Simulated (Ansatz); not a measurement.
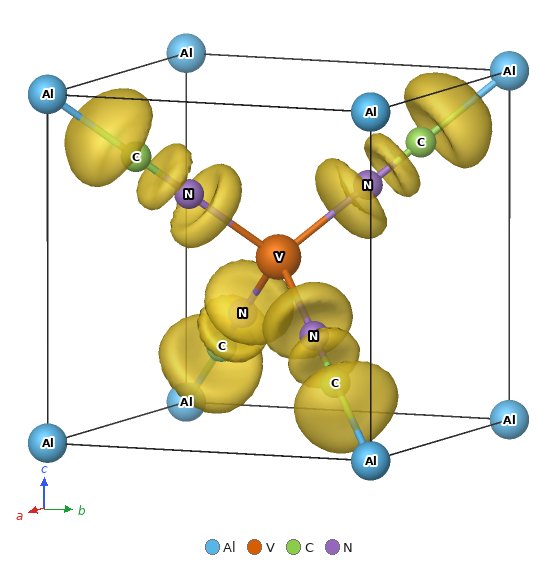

The picture shows: AlVC4N4. Isosurface of the electron localisation function at 0.8 (yellow), seen slightly off an axis. Core shells and regions of very low density are left out. Sticks mark near contacts.

Space group P-43m; a structure generated by program, which may or may not match a known phase; spin-polarised.

Computed with DFT PBE, scalar-relativistic, plane waves, PAW in Ansatz.

Core electrons are frozen (PAW), and the valence fields are smoothed inside the atomic spheres.

```
Al V C N
1.0
     5.91641    0.00000    0.00000
     0.00000    5.91641    0.00000
     0.00000    0.00000    5.91641
Al V C N
1 1 4 4
Direct
  0.00000 0.00000 0.00000
  0.50000 0.50000 0.50000
  0.19155 0.19155 0.19155
  0.19155 0.80845 0.80845
  0.80845 0.19155 0.80845
  0.80845 0.80845 0.19155
  0.30653 0.30653 0.30653
  0.30653 0.69347 0.69347
  0.69347 0.30653 0.69347
  0.69347 0.69347 0.30653
```

> Describe the localisation domains.

The ELF exceeds this value in four regions between bonded C–N atoms, four lobes of the valence shell of C pointing towards Al (polar bonds) and four lobes of the valence shell of N pointing towards V, counted in one cell of 10 atoms. Regions shared between cells count once. Profiles from the grid: C–N (1.18 Å): the ELF peaks at about 0.85 between the atoms. Al–C (1.96 Å): the ELF peaks at about 1 between the atoms.
